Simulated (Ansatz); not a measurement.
**Si2H6 (disilane), step by step**

We compute a series of 28 runs (HF/STO-3G, UHF/STO-3G, HF/3-21G, UHF/3-21G, HF/6-31G*, UHF/6-31G*, B3LYP/6-31G*, UB3LYP/6-31G*, and more) of H6Si2. 

The results are computed with Ansatz 0.2.0.

### Step 1. The molecule

Si2H6: 8 atoms, total charge 0, spin state singlet. SMILES: `[SiH3][SiH3]`. The shape is that of a PBE0-D4/def2-TZVP optimisation. The run starts from this shape.

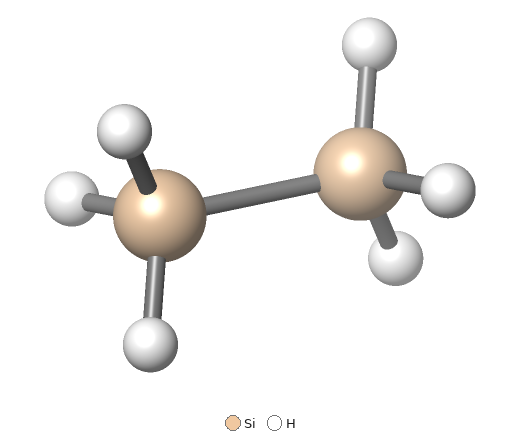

Viewed from a chosen angle; silicon light orange, hydrogen white.

### Step 2. A geometry optimisation at HF/STO-3G (run 1)

molecule.yaml

```yaml
crystal:
  periodic: [false, false, false]
  atoms:
    - {symbol: Si, position_ang: [-0.340500, 0.490200, -1.004900]}
    - {symbol: Si, position_ang: [0.363500, -0.504400, 0.991000]}
    - {symbol: H, position_ang: [0.833900, 0.948200, -1.794900]}
    - {symbol: H, position_ang: [-1.112900, -0.483900, -1.821900]}
    - {symbol: H, position_ang: [-1.208000, 1.664100, -0.717900]}
    - {symbol: H, position_ang: [1.139000, 0.468600, 1.806300]}
    - {symbol: H, position_ang: [1.228100, -1.680500, 0.704000]}
    - {symbol: H, position_ang: [-0.811000, -0.959200, 1.782600]}
basis:
  gaussian: {orbitals: STO-3G}
hamiltonian: {xc: hf}
relax: {f_tol: 0.002}
output: {orbitals: {seedname: orbitals}}
```

Launch:

```console
$ ansatz run molecule.yaml --threads 1 --pin off --max-ram 3480MiB --events-out events.jsonl --progress --plain --runs-dir runs
```

Output:

```text
Warning: RAYON_NUM_THREADS=1 ignored (pool sized by the plan → 1); use --threads N
The last accepted step is kept in runs//last_step.txt (removed where the run ends without a failure and the disk answers)
[... 43 lines left out ...]
Total energy: -15638.63013075 eV, -574.7090570609 hartree
[... 8 lines left out ...]
Dipole moment:    -0.000000     0.000000     0.000000 e Å
```

It took 1.4 s on 1 thread of Arm Neoverse V1, shared host.

Step by step:

| step | energy from the first frame kept (eV) | largest force (eV/Å) |
| --- | --- | --- |
| 1 | 0.0000 | 1.7113 |
| 2 | -0.3949 | 1.1989 |
| 3 | -0.4311 | 0.0436 |
| 4 | -0.4325 | 0.0503 |
| 5 | -0.4326 | 0.0013 |

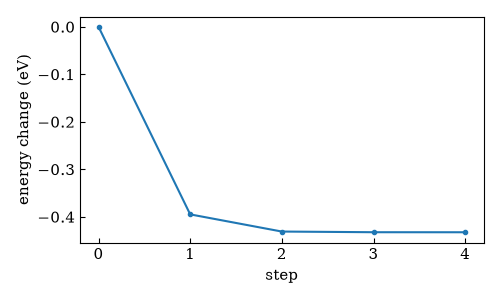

Energy along the run.

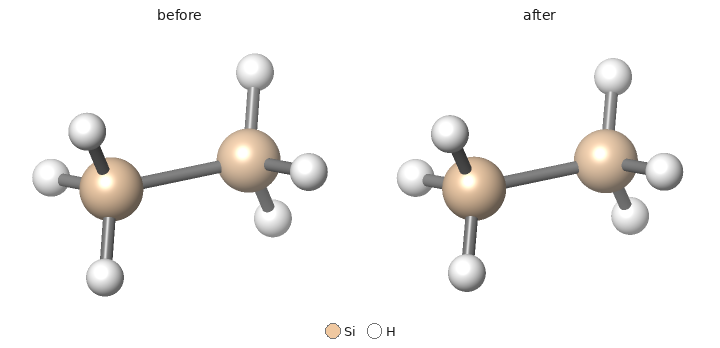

Before and after, at one scale.

After the run. Bond lengths: Si1–Si2 2.243 Å, Si1–H3 1.423 Å, Si1–H4 1.423 Å, Si1–H5 1.423 Å, Si2–H6 1.423 Å, Si2–H7 1.423 Å, Si2–H8 1.423 Å. Some angles: Si1–Si2–H6 111.0°, Si1–Si2–H7 111.0°, Si1–Si2–H8 111.0°, Si2–Si1–H3 111.0°, Si2–Si1–H4 111.0°, Si2–Si1–H5 111.0°, H6–Si2–H7 107.9°, H6–Si2–H8 107.9°, H7–Si2–H8 107.9°, H3–Si1–H4 107.9°.

### Step 3. The harmonic vibrations at HF/STO-3G (run 2)

molecule.yaml

```yaml
crystal:
  periodic: [false, false, false]
  atoms:
    - {symbol: Si, position_ang: [-0.326163, 0.469960, -0.964298]}
    - {symbol: Si, position_ang: [0.349188, -0.484184, 0.950374]}
    - {symbol: H, position_ang: [0.785621, 0.914330, -1.733704]}
    - {symbol: H, position_ang: [-1.067755, -0.448570, -1.759194]}
    - {symbol: H, position_ang: [-1.157853, 1.596168, -0.708446]}
    - {symbol: H, position_ang: [1.093277, 0.433466, 1.743952]}
    - {symbol: H, position_ang: [1.178494, -1.612142, 0.694488]}
    - {symbol: H, position_ang: [-0.762709, -0.925927, 1.721129]}
basis:
  gaussian: {orbitals: STO-3G}
hamiltonian: {xc: hf}
phonons: {temperatures: {t_min: 298.15, t_max: 298.15, t_step: 1}}
```

Launch:

```console
$ ansatz run molecule.yaml --threads 1 --pin off --max-ram 3480MiB --events-out events.jsonl --progress --plain --runs-dir runs
```

Output:

```text
Warning: RAYON_NUM_THREADS=1 ignored (pool sized by the plan → 1); use --threads N
[... 263 lines left out ...]
Total energy: -15638.63016048 eV, -574.7090581535 hartree
[... 8 lines left out ...]
Dipole moment:     0.000000     0.000000     0.000001 e Å
Vibrations: 109.51 558.98 559.00 600.49 814.50 814.51 1120.33 1216.45 1244.05 1244.06 1250.54 1250.54 2861.21 2862.14 2907.93 2907.93 2912.07 2912.07 cm⁻¹, zero-point energy 1.744848 eV
```

Wall time 10 s (1 thread of Arm Neoverse V1, shared host).

Runs 3 to 26 aren't shown in full; the table further down has their settings and results.

### Step 4. A structure relaxation at B3LYP-D4/def2-TZVP (run 27)

in.yaml

```yaml
crystal:
  periodic: [false, false, false]
  atoms:
    - {symbol: Si, position_ang: [-0.340500, 0.490200, -1.004900]}
    - {symbol: Si, position_ang: [0.363500, -0.504400, 0.991000]}
    - {symbol: H, position_ang: [0.833900, 0.948200, -1.794900]}
    - {symbol: H, position_ang: [-1.112900, -0.483900, -1.821900]}
    - {symbol: H, position_ang: [-1.208000, 1.664100, -0.717900]}
    - {symbol: H, position_ang: [1.139000, 0.468600, 1.806300]}
    - {symbol: H, position_ang: [1.228100, -1.680500, 0.704000]}
    - {symbol: H, position_ang: [-0.811000, -0.959200, 1.782600]}
basis:
  gaussian: {orbitals: def2-TZVP}
hamiltonian: {xc: {name: B3LYP}, dispersion: d4}
relax: {f_tol: 0.002}
output: {orbitals: {seedname: orbitals}}
```

Launch:

```console
$ ansatz run in.yaml --threads 1 --pin off --max-ram 3480MiB --events-out events.jsonl --progress --plain --runs-dir runs
```

Output:

```text
Warning: RAYON_NUM_THREADS=1 ignored (pool sized by the plan → 1); use --threads N
The last accepted step is kept in runs//last_step.txt (removed where the run ends without a failure and the disk answers)
[... 7 lines left out ...]
786 factors; their error is unknown
[... 9 lines left out ...]
786 factors; their error is unknown
[... 6 lines left out ...]
786 factors; their error is unknown
[... 5 lines left out ...]
786 factors; their error is unknown
[... 4 lines left out ...]
786 factors; their error is unknown
[... 4 lines left out ...]
Total energy: -15854.72234012 eV, -582.6502992828 hartree
[... 8 lines left out ...]
Dipole moment:    -0.000000    -0.000000    -0.000000 e Å
```

It took 14 s on 1 thread of Arm Neoverse V1, shared host; peak memory 0.17 GiB.

Step by step:

| step | energy from the first frame kept (eV) | largest force (eV/Å) |
| --- | --- | --- |
| 1 | 0.0000 | 0.1318 |
| 2 | -0.0011 | 0.0411 |
| 3 | -0.0012 | 0.0037 |
| 4 | -0.0012 | 0.0002 |

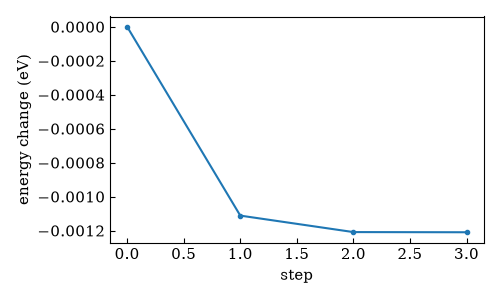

Energy along the run.

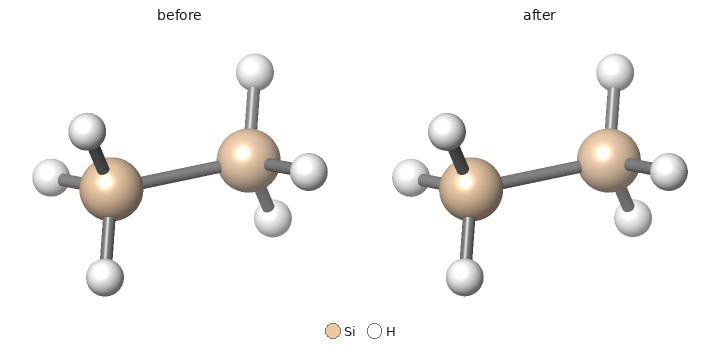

Before and after, at one scale.

After the run. Bond lengths: Si1–Si2 2.345 Å, Si1–H3 1.483 Å, Si1–H4 1.483 Å, Si1–H5 1.483 Å, Si2–H6 1.483 Å, Si2–H7 1.483 Å, Si2–H8 1.483 Å. Some angles: Si1–Si2–H6 110.3°, Si1–Si2–H7 110.3°, Si1–Si2–H8 110.3°, Si2–Si1–H3 110.3°, Si2–Si1–H4 110.3°, Si2–Si1–H5 110.3°, H6–Si2–H7 108.6°, H6–Si2–H8 108.6°, H7–Si2–H8 108.6°, H3–Si1–H4 108.6°.

### Step 5. Vibrational wavenumbers at B3LYP-D4/def2-TZVP (run 28)

molecule.yaml

```yaml
crystal:
  periodic: [false, false, false]
  atoms:
    - {symbol: Si, position_ang: [-0.341482, 0.491668, -1.007853]}
    - {symbol: Si, position_ang: [0.364506, -0.505893, 0.993928]}
    - {symbol: H, position_ang: [0.828908, 0.947986, -1.796773]}
    - {symbol: H, position_ang: [-1.112590, -0.478689, -1.822850]}
    - {symbol: H, position_ang: [-1.205978, 1.662886, -0.722690]}
    - {symbol: H, position_ang: [1.137235, 0.463894, 1.808068]}
    - {symbol: H, position_ang: [1.227455, -1.678246, 0.708744]}
    - {symbol: H, position_ang: [-0.805956, -0.960505, 1.783726]}
basis:
  gaussian: {orbitals: def2-TZVP}
hamiltonian: {xc: {name: B3LYP}, dispersion: d4}
phonons: {temperatures: {t_min: 298.15, t_max: 298.15, t_step: 1}}
```

Launch:

```console
$ ansatz run molecule.yaml --threads 1 --pin off --max-ram 3480MiB --events-out events.jsonl --progress --plain --runs-dir runs
```

Output:

```text
Warning: RAYON_NUM_THREADS=1 ignored (pool sized by the plan → 1); use --threads N
[... 22 lines left out ...]
786 factors; their error is unknown
[... 15 lines left out ...]
786 factors; their error is unknown
[... 14 lines left out ...]
786 factors; their error is unknown
[... 15 lines left out ...]
786 factors; their error is unknown
[... 14 lines left out ...]
786 factors; their error is unknown
[... 15 lines left out ...]
786 factors; their error is unknown
[... 9 lines left out ...]
786 factors; their error is unknown
[... 5 lines left out ...]
786 factors; their error is unknown
[... 4 lines left out ...]
786 factors; their error is unknown
[... 4 lines left out ...]
786 factors; their error is unknown
[... 4 lines left out ...]
786 factors; their error is unknown
[... 4 lines left out ...]
786 factors; their error is unknown
[... 12 lines left out ...]
Dipole moment:     0.000000    -0.000000    -0.000000 e Å
Vibrations: 135.25 369.51 369.52 425.25 632.71 632.72 854.29 926.94 943.93 943.94 958.71 958.71 2211.40 2219.43 2219.44 2219.63 2229.26 2229.26 cm⁻¹, zero-point energy 1.331584 eV
```

Wall time 45 s (1 thread of Arm Neoverse V1, shared host); peak memory 0.17 GiB.

### Step 6. The series

| run | level | task | walk f tol | partner | energy (Eh) | dipole moment (D) | wall time |
| --- | --- | --- | --- | --- | --- | --- | --- |
| 1 | HF/STO-3G | optimise | 0.002 | base | -574.709057 | 0.00 | 1.4 s |
| 2 | HF/STO-3G | frequencies | – | base | -574.709058 | 0.00 | 10 s |
| 3 | UHF/STO-3G | energy | – | cation | -574.391522 | – | 0.12 s |
| 4 | UHF/STO-3G | optimise | – | cation | -574.436659 | – | 1.6 s |
| 5 | HF/3-21G | optimise | 0.002 | base | -578.241204 | 0.00 | 1.2 s |
| 6 | HF/3-21G | frequencies | – | base | -578.241204 | 0.00 | 8.7 s |
| 7 | UHF/3-21G | energy | – | cation | -577.870048 | – | 0.2 s |
| 8 | UHF/3-21G | optimise | – | cation | -577.919747 | – | 2.3 s |
| 9 | HF/6-31G* (Cartesian functions) | optimise | 0.002 | base | -581.305093 | 0.00 | 2.7 s |
| 10 | HF/6-31G* (Cartesian functions) | frequencies | – | base | -581.305093 | 0.00 | 12 s |
| 11 | UHF/6-31G* (Cartesian functions) | energy | – | cation | -580.942112 | – | 0.36 s |
| 12 | UHF/6-31G* (Cartesian functions) | optimise | – | cation | -580.983505 | – | 3.3 s |
| 13 | B3LYP/6-31G* (Cartesian functions) | optimise | 0.002 | base | -582.582733 | 0.00 | 7.8 s |
| 14 | B3LYP/6-31G* (Cartesian functions) | frequencies | – | base | -582.582733 | 0.00 | 28 s |
| 15 | UB3LYP/6-31G* (Cartesian functions) | energy | – | cation | -582.195128 | – | 2.4 s |
| 16 | UB3LYP/6-31G* (Cartesian functions) | optimise | – | cation | -582.229156 | – | 17 s |
| 17 | PBE/def2-SVP | optimise | 0.002 | base | -582.066767 | 0.00 | 6.6 s |
| 18 | PBE/def2-SVP | frequencies | – | base | -582.066767 | 0.00 | 21 s |
| 19 | UPBE/def2-SVP | energy | – | cation | -581.684486 | – | 11 s |
| 20 | UPBE/def2-SVP | optimise | – | cation | -581.715091 | – | 22 s |
| 21 | MP2/6-31G* (Cartesian functions) | optimise | 0.002 | base | -581.464707 | 0.00 | 3.9 s |
| 22 | MP2/6-31G* (Cartesian functions) | frequencies | – | base | -581.464707 | 0.00 | 33 s |
| 23 | UMP2/6-31G* (Cartesian functions) | energy | – | cation | -581.086190 | – | 0.38 s |
| 24 | UMP2/6-31G* (Cartesian functions) | optimise | – | cation | -581.123239 | – | 6 s |
| 25 | SVWN5/def2-TZVP | optimise | 0.002 | base | -580.208654 | 0.00 | 6.6 s |
| 26 | SVWN5/def2-TZVP | frequencies | – | base | -580.208654 | 0.00 | 25 s |
| 27 | B3LYP-D4/def2-TZVP | optimise | 0.002 | base | -582.650299 | 0.00 | 14 s |
| 28 | B3LYP-D4/def2-TZVP | frequencies | – | base | -582.650299 | 0.00 | 45 s |

### Step 7. What came out

| quantity | value |
| --- | --- |
| run 28, B3LYP-D4/def2-TZVP: total energy | -582.65030 Eh |
| run 28, B3LYP-D4/def2-TZVP: dipole moment | 0.00 D |
| run 28, B3LYP-D4/def2-TZVP: dispersion energy | -20.33 kJ/mol |
| run 28, B3LYP-D4/def2-TZVP: largest force on an atom | 0.000 eV/Å |
| run 28, B3LYP-D4/def2-TZVP: lowest harmonic wavenumber | 135 cm⁻¹ |
| run 28, B3LYP-D4/def2-TZVP: highest harmonic wavenumber | 2229 cm⁻¹ |
| run 28, B3LYP-D4/def2-TZVP: zero-point energy | 128.5 kJ/mol |
| vertical ionisation energy (to the doublet cation), HF/STO-3G | 8.641 eV |
| vertical ionisation energy (to the doublet cation), HF/3-21G | 10.100 eV |
| vertical ionisation energy (to the doublet cation), HF/6-31G* | 9.877 eV |
| vertical ionisation energy (to the doublet cation), B3LYP/6-31G* | 10.547 eV |
| vertical ionisation energy (to the doublet cation), MP2/6-31G* | 10.300 eV |
| adiabatic ionisation energy (to the doublet cation, no zero-point term), HF/3-21G | 8.747 eV |
| adiabatic ionisation energy (to the doublet cation, no zero-point term), HF/6-31G* | 8.751 eV |
| adiabatic ionisation energy (to the doublet cation, no zero-point term), MP2/6-31G* | 9.292 eV |

**Reading.** At HF/STO-3G: removing an electron at fixed nuclei costs 8.64 eV (199 kcal/mol). In a minimal basis such a difference can be off by several eV, whatever the method. At HF/3-21G: removing an electron at fixed nuclei costs 10.10 eV (233 kcal/mol). At HF/6-31G*: the vertical ionisation energy comes to 9.88 eV (953 kJ/mol). At B3LYP/6-31G*: removing an electron at fixed nuclei costs 10.55 eV (243 kcal/mol). At MP2/6-31G*: the vertical ionisation energy comes to 10.30 eV (238 kcal/mol). Totals of different functionals can't be ranked against each other. In runs 1, 2, 3, 4 the basis is minimal, so the values are rough. All runs together took 4.9 min, the longest 45 s.
